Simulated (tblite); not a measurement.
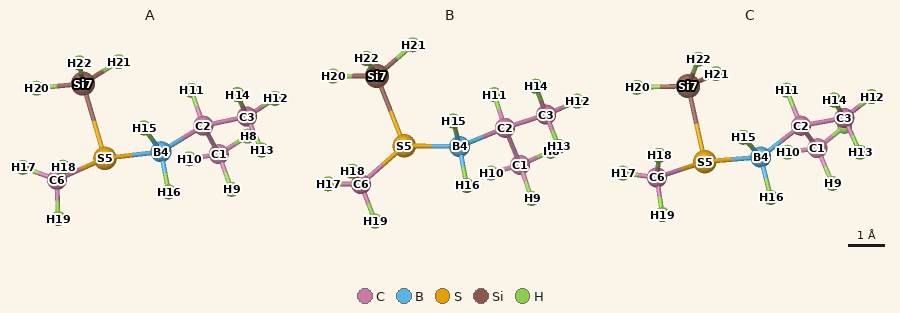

3 geometries from one relaxation of C4H15BSSi, in shuffled order. The picture is a ball-and-stick view, seen face on.

These are results of tblite 0.8.0, GFN2-xTB geometry optimisation, gas phase, not measurements. 

**Put them in the order of the run, from the start to the converged end.**

B, A, C. They are steps 0, 109, 165, at +13.8 kcal/mol, +0.94 kcal/mol relative to the last. The largest move after the best rigid fit is that of H21, 1.23 Å. By element the largest moves are H 1.23 Å, Si 0.57 Å, C 0.49 Å, S 0.48 Å, B 0.31 Å. Among the contacts that change: B4–S5 1.855 → 2.033 Å, S5–Si7 2.103 → 2.193 Å, S5–C6 1.774 → 1.820 Å, C3–H12 1.121 → 1.091 Å. Bond angles that change, for instance: C6–S5–Si7 109.8° → 100.0°, B4–S5–C6 109.9° → 100.5°, B4–S5–Si7 110.5° → 101.5°. Groups turn about B4–S5 by about 30°, S5–Si7 by about 20°. The energy falls by 13.8 kcal/mol in 165 geometry steps. Cost: 1.5 s on 1 thread of Intel(R) Xeon(R) Platinum 8488C, on a shared host.
